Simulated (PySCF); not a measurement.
## A study: B₃H₃O₃, SMILES `B1OBOBO1`

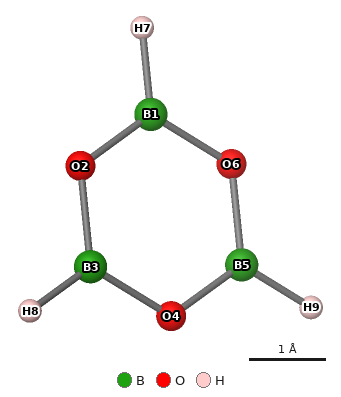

The molecule, with its atoms numbered as below. No frequency check shows the geometry to be a minimum.

Geometry (Å), atoms numbered from 1:

```
B1      -1.3129   -0.3587    0.0000
O2      -0.3454   -1.3146    0.0000
B3       0.9671   -0.9577    0.0000
O4       1.3112    0.3582    0.0000
B5       0.3458    1.3163    0.0000
O6      -0.9658    0.9565    0.0000
H7      -2.4414   -0.6670    0.0000
H8       1.7983   -1.7808    0.0000
H9       0.6430    2.4478    0.0000
```

Part 1: In an electric field

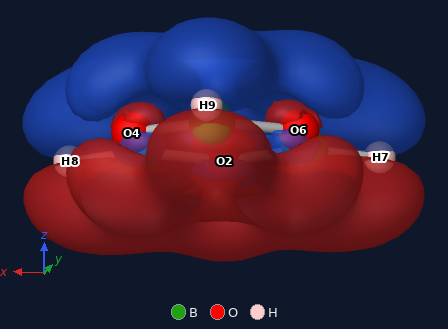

Change of the electron density in a uniform field of 0.51 V/Å, surfaces at ±0.002 e/Å³ (red: gain, blue: loss).

Computed with PySCF, PBE/aug-cc-pVDZ, geometry: GFN2-xTB.

The field was applied in both directions; the picture shows the one opposite to the script's first.

Q: Along which Cartesian direction does the field point?

A: Along +z: electrons gather on the −z side, against the field.

Q: How large is the response?

A: The induced dipole is 0.87 D (along the field); α along this axis, from the fields in both directions, is 34 bohr³ (5.1 Å³).

Part 2: Localised orbitals

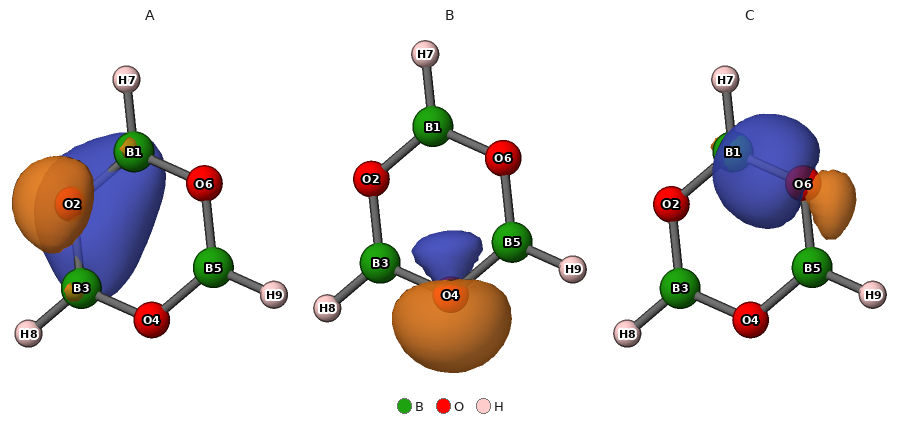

Foster–Boys orbitals, occupied; each surface holds about 85 % of the orbital's density. Energies are diagonal elements of the Fock matrix.

Computed with PySCF, PBE0/6-31+G*, geometry: GFN2-xTB.

Q: Name the orbitals, with their atomic make-up and energies.

A: By panel:
- A: bent (banana) bond O2–B1 (O2 79 %, B1 10 %, B3 10 %; −15.0 eV)
- B: lone pair on O4 (sp2-type) (O4 94 %; −14.8 eV)
- C: σ bond O6–B1 (O6 72 %, B1 26 %; −19.7 eV)

Part 3: The π system

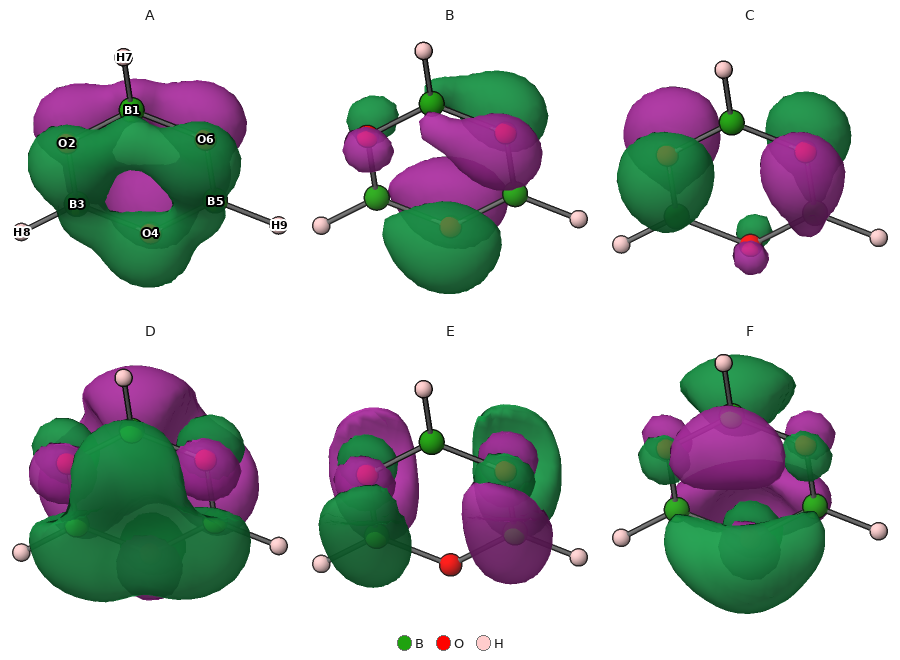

Natural orbitals of the π active space, CASSCF(6,6), singlet state, in order of falling occupation.

Method: 6-31G* basis; geometry: GFN2-xTB; program: PySCF.

Q: What are the natural occupation numbers?

A: A 1.99, B 1.98, C 1.98, D 0.02, E 0.01, F 0.01.

Q: How multiconfigurational is the state?

A: The leading determinant weighs 0.97; the effective number of unpaired electrons, Σ n²(2−n)², is 0.01; the most occupied of the weakly occupied orbitals holds 0.02 e, as in an ordinary closed-shell π system. The active space lowers the energy by 1.18 eV against Hartree–Fock.

Q: Where does the lowest triplet lie relative to the singlet, at this geometry and within this active space?

A: 9.56 eV above it by strongly contracted NEVPT2 (+9.16 eV by CASSCF); a small basis tends to put such gaps a few tenths of an eV too high. This is a vertical energy for π states alone; a state that uses lone pairs or σ orbitals may lie lower.

The PySCF runs shown took 52 s, 10 s and 93 s on 1 thread of Arm Neoverse V1 (shared host).
